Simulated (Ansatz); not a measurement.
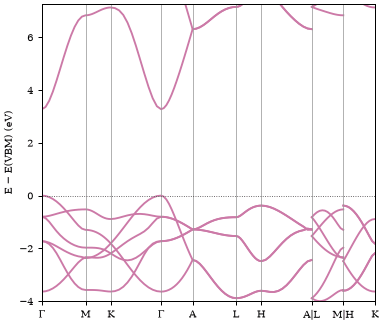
Figure: Band structure from PBEsol (plane waves, PAW; program Ansatz)

Task: Read off the gap and where the band edges lie.

Result: About 3.3 eV (3.27 eV by a search for the band edges); maximum at Γ, minimum at Γ.

The material is MgO in space group P6_3/mmc (No. 194; Mg on 2c, O on 2d).

The first step of the workflow began from a Materials Project structure, measured or hypothetical; the Crystallography Open Database copy checked does not list it. It is not the phase usual at ambient conditions (space group No. 225). The PBEsol relaxation kept the symmetry of its start; phonons on a q-mesh show no instability.

Potentials: the later of the program's two PAW sets.
